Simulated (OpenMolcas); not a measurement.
# C3H11AlO (SMILES C[Al-](C)(C)[OH2+]) at 6 levels

Aim: a comparison of 6 runs (HF/6-31G*, B3LYP/6-31G*, BLYP/6-31G*, M06-2X/6-31G*, M06-L/6-31G*, MP2/6-31G*) of C3H11AlO. 

The results are computed with OpenMolcas 26.06.

1 further run of the same task is left out (set aside as unsound or not needed).

### Step 1. The system as given

C3H11AlO: 16 atoms, total charge 0, spin state singlet. As SMILES, `C[Al-](C)(C)[OH2+]`. The Al2–O5 distance was set to 2.365 Å, away from the relaxed value.

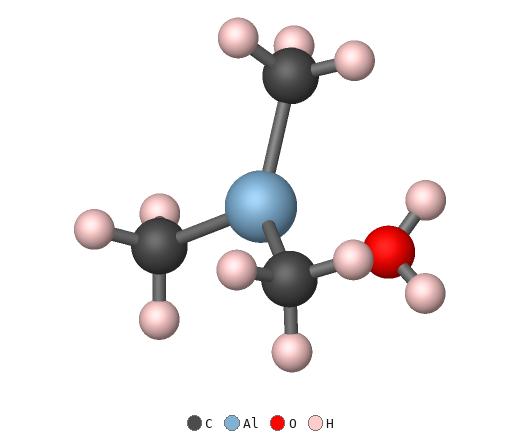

The structure, seen from a chosen angle (carbon dark grey, aluminium light blue, oxygen red, hydrogen pink).

### Step 2. The energy at HF/6-31G(d) (spherical functions) (run 1)

The input, mol.inp:

```
&GATEWAY
 BasLib
 $CurrDir
 Coord
 16
 angstrom
 C       -0.434918       0.600243      -1.909675
 Al       0.288642      -0.263397      -0.282545
 C        1.901992       0.531503       0.543515
 C       -0.007688      -2.194007      -0.054435
 O       -1.268240       0.678630       1.227590
 H       -0.382688       1.695213      -1.883715
 H        0.134012       0.291773      -2.794225
 H       -1.476148       0.322733      -2.114685
 H        2.046612       0.221033       1.585595
 H        1.910362       1.627743       0.520065
 H        2.804592       0.211223       0.010635
 H        0.186462      -2.528087       0.970225
 H        0.657172      -2.774537      -0.704245
 H       -1.030648      -2.492237      -0.307145
 H       -0.808840       1.221910       1.877580
 H       -1.880870       1.252980       0.754900
 Basis
 6-31Gs
 Group
 NoSym

&SEWARD

&SCF
 Thresholds
 1e-10 1e-07 1e-07 1e-05
 PrOrbitals
 1 1
```

The basis set 6-31G* is read from a file made from the Basis Set Exchange's data (not shown).

Command:

```
$ export MOLCAS_MEM=1860
$ pymolcas mol.inp > mol.log
```

Log:

```text
--- Start Module: gateway ---
[...]
--- Stop Module: gateway /rc=_RC_ALL_IS_WELL_ ---
--- Start Module: seward ---
[...]
      Basis functions           96
--- Stop Module: seward /rc=_RC_ALL_IS_WELL_ ---
[...]
--- Start Module: scf ---
[...]
       Convergence after  12 Iterations
[...]
::    Total SCF energy                               -436.7853058187
[...]
      Total spin, S                                     0.0000000000
[...]
      Total electronic charge=   50.000000
      Total            charge=   -0.000000
[...]
      Dipole Moment (debye):
      Origin of the operator (angstrom)=    0.0799   -0.1106   -0.0792
                   X= -1.9201E+00               Y=  2.8518E+00               Z=  1.9092E+00           Total=  3.9325E+00
      Quadrupole Moment (debye*angstrom):
[...]
--- Stop Module: scf /rc=_RC_ALL_IS_WELL_ ---
[...]
```

Run time: 13 s. Hardware: 1 thread of Intel Xeon Platinum 8259CL at 2.50GHz (Skylake/Cascade Lake), shared host; peak memory 0.53 GiB.

### Step 3. A single-point energy at B3LYP/6-31G(d) (spherical functions) (run 2)

The input, job.inp:

```
* C3H11AlO Kohn-Sham DFT
&gateway
baslib=$CurrDir
coord
16
angstrom
C       -0.434918       0.600243      -1.909675
Al       0.288642      -0.263397      -0.282545
C        1.901992       0.531503       0.543515
C       -0.007688      -2.194007      -0.054435
O       -1.268240       0.678630       1.227590
H       -0.382688       1.695213      -1.883715
H        0.134012       0.291773      -2.794225
H       -1.476148       0.322733      -2.114685
H        2.046612       0.221033       1.585595
H        1.910362       1.627743       0.520065
H        2.804592       0.211223       0.010635
H        0.186462      -2.528087       0.970225
H        0.657172      -2.774537      -0.704245
H       -1.030648      -2.492237      -0.307145
H       -0.808840       1.221910       1.877580
H       -1.880870       1.252980       0.754900
basis=6-31Gs
group=NoSym
&seward
gridinput
Grid=UltraFine
End of Grid
&scf
ksdft=B3LYP
thresholds=1e-10 1e-07 1e-07 1e-05
prorbitals=1
```

The basis set 6-31G* is read from a file made from the Basis Set Exchange's data (not shown).

Command:

```
$ export MOLCAS_MEM=1860
$ pymolcas job.inp > job.log
```

Log:

```text
--- Start Module: gateway ---
[...]
--- Stop Module: gateway /rc=_RC_ALL_IS_WELL_ ---
--- Start Module: seward ---
[...]
      Basis functions           96
--- Stop Module: seward /rc=_RC_ALL_IS_WELL_ ---
[...]
--- Start Module: scf ---
[...]
       Convergence after  12 Iterations
[...]
::    Total KS-DFT energy                            -438.6186924933
[...]
      Total spin, S                                     0.0000000000
[...]
      Total electronic charge=   50.000000
      Total            charge=   -0.000000
[...]
      Dipole Moment (debye):
      Origin of the operator (angstrom)=    0.0799   -0.1106   -0.0792
                   X= -1.8929E+00               Y=  2.7228E+00               Z=  1.8798E+00           Total=  3.8118E+00
      Quadrupole Moment (debye*angstrom):
[...]
--- Stop Module: scf /rc=_RC_ALL_IS_WELL_ ---
[...]
```

Wall time 53 s (1 thread of Intel Xeon Platinum 8259CL at 2.50GHz (Skylake/Cascade Lake), shared host); peak memory 0.53 GiB.

Runs 3 to 5 aren't shown in full; the table further down has their settings and results.

### Step 4. A single-point energy at MP2/6-31G(d) (spherical functions) (run 6)

The input, run.input:

```
&GATEWAY
  BasLib=$CurrDir
  BasisSet
  C.6-31Gs....
  C1 -0.434918 0.600243 -1.909675 angstrom
  C3 1.901992 0.531503 0.543515 angstrom
  C4 -0.007688 -2.194007 -0.054435 angstrom
  End of Basis
  BasisSet
  Al.6-31Gs....
  Al2 0.288642 -0.263397 -0.282545 angstrom
  End of Basis
  BasisSet
  O.6-31Gs....
  O5 -1.268240 0.678630 1.227590 angstrom
  End of Basis
  BasisSet
  H.6-31Gs....
  H6 -0.382688 1.695213 -1.883715 angstrom
  H7 0.134012 0.291773 -2.794225 angstrom
  H8 -1.476148 0.322733 -2.114685 angstrom
  H9 2.046612 0.221033 1.585595 angstrom
  H10 1.910362 1.627743 0.520065 angstrom
  H11 2.804592 0.211223 0.010635 angstrom
  H12 0.186462 -2.528087 0.970225 angstrom
  H13 0.657172 -2.774537 -0.704245 angstrom
  H14 -1.030648 -2.492237 -0.307145 angstrom
  H15 -0.808840 1.221910 1.877580 angstrom
  H16 -1.880870 1.252980 0.754900 angstrom
  End of Basis

&SEWARD

&SCF
  Thresholds=1e-10 1e-07 1e-07 1e-05
  PrOrbitals=0

&MBPT2
  Frozen=9
```

The basis set 6-31G* is read from a file made from the Basis Set Exchange's data (not shown).

Command:

```
$ export MOLCAS_MEM=1860
$ pymolcas run.input > run.log
```

Log:

```text
--- Start Module: gateway ---
[...]
--- Stop Module: gateway /rc=_RC_ALL_IS_WELL_ ---
[...]
      Basis functions           96
[...]
--- Start Module: scf ---
[...]
       Convergence after  12 Iterations
[...]
::    Total SCF energy                               -436.7853058187
[...]
      Total spin, S                                     0.0000000000
[...]
      Total electronic charge=   50.000000
      Total            charge=   -0.000000
[...]
      Dipole Moment (debye):
      Origin of the operator (angstrom)=    0.0799   -0.1106   -0.0792
                   X= -1.9201E+00               Y=  2.8518E+00               Z=  1.9092E+00           Total=  3.9325E+00
      Quadrupole Moment (debye*angstrom):
[...]
--- Stop Module: scf /rc=_RC_ALL_IS_WELL_ ---
[...]
--- Start Module: mbpt2 ---
[...]
WARNING!
Default frozen orbitals as non valence orbitals is overwritten by user input.
Default values:   6
[...]
       Reference weight ( Cref**2 )         =        0.82418
::    Total MBPT2 energy                             -437.4214234492
[...]
      Total MBPT2 calculations                           0.57      0.64
--- Stop Module: mbpt2 /rc=_RC_ALL_IS_WELL_ ---
[...]
```

Wall time 13 s (1 thread of Intel Xeon Platinum 8259CL at 2.50GHz (Skylake/Cascade Lake), shared host); peak memory 0.53 GiB.

### Step 5. The series

| run | level | integration grid | frozen core orbitals | energy (Eh) | dipole moment (D) of the reference | HOMO energy (eV) | LUMO energy (eV) | wall time |
| --- | --- | --- | --- | --- | --- | --- | --- | --- |
| 1 | HF/6-31G* (spherical functions) | – | – | -436.785306 | 3.93 | -9.95 | 3.69 | 13 s |
| 2 | B3LYP/6-31G* (spherical functions) | UltraFine | – | -438.618692 | 3.81 | -6.45 | 0.11 | 53 s |
| 3 | BLYP/6-31G* (spherical functions) | UltraFine | – | -438.477091 | 3.78 | -5.20 | -0.49 | 61 s |
| 4 | M06-2X/6-31G* (spherical functions) | UltraFine | – | -438.468544 | 3.81 | -7.93 | 1.17 | 69 s |
| 5 | M06-L/6-31G* (spherical functions) | UltraFine | – | -438.557517 | 3.82 | -5.68 | 0.25 | 81 s |
| 6 | MP2/6-31G* (spherical functions) | – | 9 | -437.421423 | 3.93 | -9.95 | 3.69 | 13 s |

### Step 6. Outcome

```
                                          quantity          value
                               run 6: total energy  -437.42142 Eh
         run 6: dipole moment (mean-field density)         3.93 D
        run 6: HOMO energy (Hartree–Fock orbitals)       -9.95 eV
        run 6: LUMO energy (Hartree–Fock orbitals)        3.69 eV
      run 6: HOMO–LUMO gap (Hartree–Fock orbitals)       13.64 eV
run 6: correlation energy (9 core orbitals frozen)     -636.1 mEh
```

**Reading.** Over runs 1, 2, 3, 4, 5 the dipole moment (its size) runs from 3.78 D (BLYP/6-31G*) to 3.93 D (HF/6-31G*). Over runs 1, 2, 3, 4, 5 the HOMO–LUMO gap runs from 4.71 eV (BLYP/6-31G*) to 13.64 eV (HF/6-31G*). Exact exchange widens orbital gaps. Totals of different functionals can't be ranked against each other. All runs together took 4.8 min, the longest 81 s.
